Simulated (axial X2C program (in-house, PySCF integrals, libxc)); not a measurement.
# ITi: bond curves with and without spin–orbit coupling, part 2 of 2

Computed with an in-house X2C program for linear molecules on PySCF integrals; all-electron X2C, I dyall-cv3z, Ti dyall-cv3z.

## Step 9: PBE0, 2c

State followed: Ω = 3/2 (excess of +ω over −ω: ω = 3/2). The scan is laid around 2.625 Å, a first estimate of the minimum, and this SCF restarts from the orbitals of the search.

Output at 2.625 Å:

```text
two-component X2C + atomic mean field  PBE0
basis functions 240  fitting functions 1282  grid points 5804
iter        total energy     max residual
   1      -7963.687087430     6.92e+00
   2      -7965.790079062     4.86e-02
   3      -7965.778212553     8.00e-02
   4      -7965.811882345     7.91e-03
   5      -7965.813226497     7.35e-03
   6      -7965.813503201     1.59e-03
   7      -7965.813531789     7.72e-04
   8      -7965.813543482     4.45e-04
   9      -7965.813549120     3.06e-04
  10      -7965.813550725     2.90e-05
  11      -7965.813550807     1.65e-05
  12      -7965.813550812     2.82e-06
  13      -7965.813550813     5.54e-07
converged
one-electron -11386.86229179  Coulomb 3415.59534484  exact exchange -55.41703306  xc functional -169.66524705  nuclear repulsion 235.05547731  atomic mean-field constant -4.51980106
```

Along the bond, energies from the lowest point:

```csv
R (Å),E (eV),μ (D),HOMO (eV),LUMO (eV),iterations
2.284,0.7301,3.13,-4.87,-1.77,15
2.389,0.2989,3.43,-5.06,-1.91,14
2.467,0.1167,3.69,-5.12,-2.02,13
2.546,0.0243,3.98,-5.19,-2.14,13
2.625,0.0000,4.29,-5.26,-2.26,13
2.717,0.0355,4.68,-5.34,-2.39,12
2.809,0.1204,5.10,-5.43,-2.52,13
2.927,0.2780,5.66,-5.54,-2.68,13
3.071,0.5142,6.37,-5.67,-2.87,14
3.281,0.8920,7.41,-5.83,-3.15,15
```

Dipoles are positive if Ti is the positive end.

Outer spinors at the reference distance:

```json
{"ω": "1/2", "occupied": "yes", "ε (eV)": "-18.18", "atomic character": "75% I s, 9% Ti p, 8% Ti d", "λ mixture": "100% σ"}
{"ω": "-1/2", "occupied": "yes", "ε (eV)": "-18.16", "atomic character": "74% I s, 9% Ti p, 8% Ti d", "λ mixture": "100% σ"}
{"ω": "-1/2", "occupied": "yes", "ε (eV)": "-8.43", "atomic character": "78% I p, 8% Ti s, 7% Ti d", "λ mixture": "82% σ, 18% π"}
{"ω": "1/2", "occupied": "yes", "ε (eV)": "-8.34", "atomic character": "80% I p, 9% Ti d, 5% Ti s", "λ mixture": "69% σ, 31% π"}
{"ω": "1/2", "occupied": "yes", "ε (eV)": "-7.48", "atomic character": "69% I p, 21% Ti d, 3% Ti p", "λ mixture": "70% π, 30% σ"}
{"ω": "-1/2", "occupied": "yes", "ε (eV)": "-7.35", "atomic character": "80% I p, 8% Ti d, 4% Ti f", "λ mixture": "82% π, 18% σ"}
{"ω": "-3/2", "occupied": "yes", "ε (eV)": "-6.93", "atomic character": "77% I p, 12% Ti d, 5% Ti p", "λ mixture": "100% π"}
{"ω": "3/2", "occupied": "yes", "ε (eV)": "-6.91", "atomic character": "80% I p, 9% Ti d, 5% Ti f", "λ mixture": "100% π"}
{"ω": "3/2", "occupied": "yes", "ε (eV)": "-5.99", "atomic character": "100% Ti d", "λ mixture": "100% δ"}
{"ω": "1/2", "occupied": "yes", "ε (eV)": "-5.63", "atomic character": "78% Ti d, 14% I p, 4% Ti p", "λ mixture": "99% π, 1% σ"}
{"ω": "-1/2", "occupied": "yes", "ε (eV)": "-5.26", "atomic character": "59% Ti s, 29% Ti d, 8% Ti p", "λ mixture": "100% σ"}
{"ω": "-3/2", "occupied": "no", "ε (eV)": "-2.26", "atomic character": "82% Ti d, 12% Ti p, 4% I p", "λ mixture": "100% π"}
{"ω": "-1/2", "occupied": "no", "ε (eV)": "-2.22", "atomic character": "52% Ti d, 31% Ti p, 9% Ti s", "λ mixture": "100% σ"}
{"ω": "-5/2", "occupied": "no", "ε (eV)": "-2.08", "atomic character": "100% Ti d", "λ mixture": "100% δ"}
{"ω": "1/2", "occupied": "no", "ε (eV)": "-2.03", "atomic character": "76% Ti s, 14% Ti p, 6% Ti d", "λ mixture": "100% σ"}
```

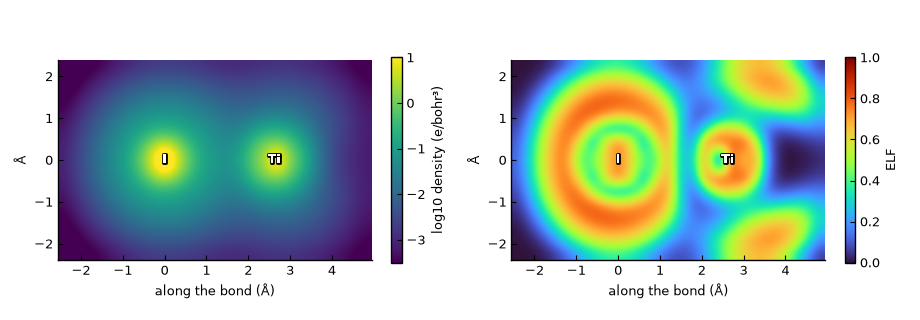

PBE0 fields in a plane through the axis, from a grid of 0.3 Å; I lies at z = 0 and Ti at z = 2.625 Å; the ELF is damped to zero where the density is low.

Re = 2.619 Å, ωe = 256.0 cm⁻¹, ωexe = 0.652 cm⁻¹, Be = 0.07061 cm⁻¹, De = 3.25 eV, μ = 4.27 D.

## Step 10: HF, 2c

Output at 2.625 Å:

```text
two-component X2C + atomic mean field  HF
basis functions 240  fitting functions 1282  grid points 5804
iter        total energy     max residual
   1      -7962.399402946     2.64e-01
   2      -7962.434309079     2.34e-02
   3      -7962.438754880     8.51e-03
   4      -7962.440542134     7.39e-03
   5      -7962.442337690     5.21e-03
   6      -7962.443924999     4.32e-03
   7      -7962.445467309     2.39e-03
   8      -7962.445870829     1.08e-03
   9      -7962.445967823     3.10e-04
  10      -7962.445970651     1.02e-04
  11      -7962.445971126     9.33e-05
  12      -7962.445971301     8.54e-05
  13      -7962.445971396     7.69e-05
  14      -7962.445971460     6.79e-05
  15      -7962.445971545     5.33e-05
  16      -7962.445971654     2.39e-05
  17      -7962.445971681     7.21e-06
  18      -7962.445971683     6.48e-06
  19      -7962.445971683     5.61e-06
  20      -7962.445971683     4.04e-06
  21      -7962.445971684     2.31e-06
converged
one-electron -11384.52456634  Coulomb 3413.30506166  exact exchange -221.76214325  xc functional 0.00000000  nuclear repulsion 235.05547731  atomic mean-field constant -4.51980106
```

Re = 2.763 Å, ωe = 232.8 cm⁻¹, ωexe = 0.573 cm⁻¹, Be = 0.06344 cm⁻¹, De = 2.64 eV, μ = 4.18 D.

## Step 11: PBE50, 2c

The SCF at the reference distance of 2.625 Å:

```text
two-component X2C + atomic mean field  PBE50
basis functions 240  fitting functions 1282  grid points 5804
iter        total energy     max residual
   1      -7965.923026016     8.90e-02
   2      -7965.927751424     7.93e-03
   3      -7965.927981853     3.98e-03
   4      -7965.928280544     2.00e-03
   5      -7965.928369591     1.30e-03
   6      -7965.928427345     8.79e-04
   7      -7965.928503130     4.64e-04
   8      -7965.928549142     1.88e-04
   9      -7965.928555775     4.90e-05
  10      -7965.928556203     1.43e-05
  11      -7965.928556219     6.75e-06
  12      -7965.928556223     2.86e-06
  13      -7965.928556223     2.35e-06
converged
one-electron -11386.85254398  Coulomb 3415.61618777  exact exchange -110.86258153  xc functional -114.36529473  nuclear repulsion 235.05547731  atomic mean-field constant -4.51980106
```

Re = 2.640 Å, ωe = 254.7 cm⁻¹, ωexe = 0.617 cm⁻¹, Be = 0.06952 cm⁻¹, De = 3.22 eV, μ = 4.42 D.

## Step 12: MP2 and beyond, 2c

Correlated methods: 11 electrons correlated (frozen shells, counted by type: I 4 s, 3 p, 2 d; Ti 3 s, 2 p), 329 virtual spinors in MP2, 90 natural virtuals in coupled cluster.

Output of the correlated part at 2.625 Å:

```text
correlated 11  virtual 329  natural virtual 90  E(MP2) -0.177242272  MP2 remainder -0.007019259
iter   CCSD correlation   residual
   1     -0.183961455   9.50e-02
   2     -0.189190992   4.01e-02
   3     -0.190414194   2.11e-02
   4     -0.190801572   1.32e-02
   5     -0.191019364   7.35e-03
   6     -0.191106213   4.30e-03
   7     -0.191130690   2.04e-03
   8     -0.191140762   8.05e-04
   9     -0.191138670   3.44e-04
  10     -0.191140887   1.78e-04
  11     -0.191140413   9.28e-05
  12     -0.191140712   4.88e-05
  13     -0.191140649   2.42e-05
  14     -0.191140792   1.22e-05
  15     -0.191140881   5.79e-06
  16     -0.191140921   2.89e-06
  17     -0.191140945   1.44e-06
  18     -0.191140956   8.17e-07
(T) -0.008062316  T1 0.0400  D1 0.1114  max T2 0.042
```

MP2: Re = 2.703 Å, ωe = 242.1 cm⁻¹, Be = 0.0663 cm⁻¹, De = 3.05 eV.

CCSD: Re = 2.693 Å, ωe = 243.8 cm⁻¹, ωexe = 0.604 cm⁻¹, Be = 0.06679 cm⁻¹, De = 2.74 eV. T1 at Re = 0.026 (Lee–Taylor, the printed value over √2).

CCSD(T): Re = 2.688 Å, ωe = 243.6 cm⁻¹, ωexe = 0.562 cm⁻¹, Be = 0.06704 cm⁻¹, De = 2.79 eV. T1 at Re = 0.027 (Lee–Taylor, the printed value over √2).

## Step 13: A higher determinant, 2c

State: Ω = 9/2 (excess of +ω over −ω: ω = 1/2, ω = 3/2, ω = 5/2).

Output at the reference distance:

```text
two-component X2C + atomic mean field  PBE0
basis functions 240  fitting functions 1282  grid points 5804
iter        total energy     max residual
   1      -7963.684535941     6.91e+00
   2      -7965.787375431     4.87e-02
   3      -7965.775669075     7.98e-02
   4      -7965.809459706     7.33e-03
   5      -7965.810679764     7.24e-03
   6      -7965.810948594     1.59e-03
   7      -7965.810976063     7.40e-04
   8      -7965.810987272     4.55e-04
   9      -7965.810992560     2.59e-04
  10      -7965.810993722     2.63e-05
  11      -7965.810993786     1.38e-05
  12      -7965.810993791     2.70e-06
  13      -7965.810993791     5.16e-07
converged
one-electron -11386.84831279  Coulomb 3415.58353001  exact exchange -55.41727551  xc functional -169.66461175  nuclear repulsion 235.05547731  atomic mean-field constant -4.51980106
```

```csv
R (Å),E above the lowest PBE0 point (eV)
2.284,0.806
2.389,0.373
2.467,0.190
2.546,0.096
2.625,0.070
2.717,0.103
2.809,0.185
2.927,0.340
3.071,0.573
```

Re = 2.622 Å, ωe = 254.4 cm⁻¹, ωexe = 0.648 cm⁻¹, Be = 0.07045 cm⁻¹, μ = 4.36 D. Te = 0.07 eV.

## Step 14: The 2c curves together

Energy (eV) of the followed determinant, 2c, from each level's lowest point:

```csv
R (Å),PBE0,HF,MP2,CCSD,CCSD(T),PBE50
2.284,0.730,1.440,1.098,n/a,n/a,0.824
2.389,0.299,0.762,0.540,0.506,0.486,0.356
2.467,0.117,0.427,0.274,0.251,0.238,0.151
2.546,0.024,0.205,0.110,0.095,0.087,0.040
2.625,0.000,0.071,0.024,0.017,0.013,0.000
2.717,0.036,0.001,0.000,0.000,0.000,0.022
2.809,0.120,0.000,0.037,0.043,0.045,0.097
2.927,0.278,0.071,0.146,0.158,0.164,0.247
3.071,0.514,0.229,0.342,n/a,n/a,0.480
3.281,0.892,0.533,0.687,n/a,n/a,0.862
```

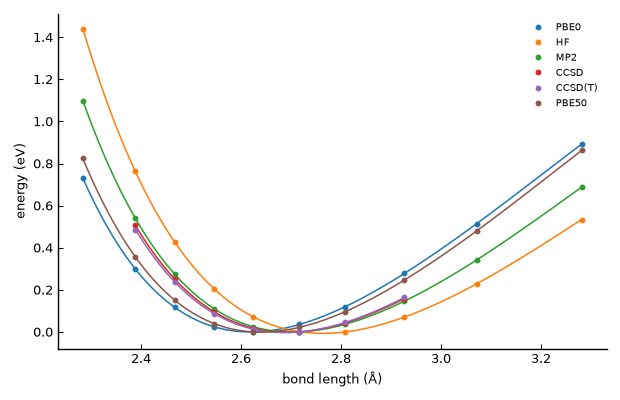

Curves of the followed state, 2c, each from its own lowest point.

Time for the job: 3.9 min (1 thread of Arm Neoverse V1, shared host).

## Step 15: Results

The summary covers parts 1 to 2.

Lowest determinant that the search found at its distance, spin-free: M_S = 3/2, Λ = 3 (beyond closed shells: σα, π+α, δ+α).

Lowest determinant that the search found at its distance, 2c: Ω = 3/2 (excess of +ω over −ω: ω = 3/2).

| Hamiltonian | level | Re (Å) | ωe (cm⁻¹) | De (eV) | μ (D) |
| --- | --- | --- | --- | --- | --- |
| spin-free | PBE0 | 2.618 | 256.5 | 3.48 | 4.35 |
| spin-free | HF | 2.762 | 233.4 | 2.92 | 4.21 |
| spin-free | MP2 | 2.702 | 242.5 | 3.30 | n/a |
| spin-free | CCSD | 2.692 | 243.9 | 3.00 | n/a |
| spin-free | CCSD(T) | 2.687 | 244.4 | 3.05 | n/a |
| spin-free | PBE50 | 2.639 | 255.0 | 3.45 | 4.48 |
| 2c | PBE0 | 2.619 | 256.0 | 3.25 | 4.27 |
| 2c | HF | 2.763 | 232.8 | 2.64 | 4.18 |
| 2c | MP2 | 2.703 | 242.1 | 3.05 | n/a |
| 2c | CCSD | 2.693 | 243.8 | 2.74 | n/a |
| 2c | CCSD(T) | 2.688 | 243.6 | 2.79 | n/a |
| 2c | PBE50 | 2.640 | 254.7 | 3.22 | 4.42 |

Dipoles are positive if Ti is the positive end.

Time per point (s) on 1 thread of Arm Neoverse V1, shared host (2c runs; CCSD comes with the CCSD(T) run); the times are rough: PBE0 1.5, HF 1.4, MP2 1.8, CCSD(T) 7.2, PBE50 1.6.

In words: At CCSD(T), going from spin-free to two-component changes Re by +1 mÅ, ωe by -0.3 %, which is small (part of it comes from the scalar share of the two-electron terms). De moves by -0.26 eV; both De rest on single-determinant atoms, which can miss part of an open shell's spin–orbit lowering.

De refers to I + Ti, each in the lowest determinant found, which need not be this curve's own limit. The state is a single determinant with fixed occupations, the lowest that a limited PBE0 search found. De is counted from the lowest determinant-based energies of the atoms at the same level, without counterpoise correction. Density functionals use the spin component along the axis (collinear). CCSD and (T) use frozen natural virtuals with an MP2 correction for the truncation. With several unpaired electrons one determinant need not be a pure state. With the outer-core shells frozen, correlated bond lengths of heavy atoms tend to come out a few hundredths of an ångström too long. T1 at Re is 0.027 (Lee–Taylor), above the customary mark of 0.02.
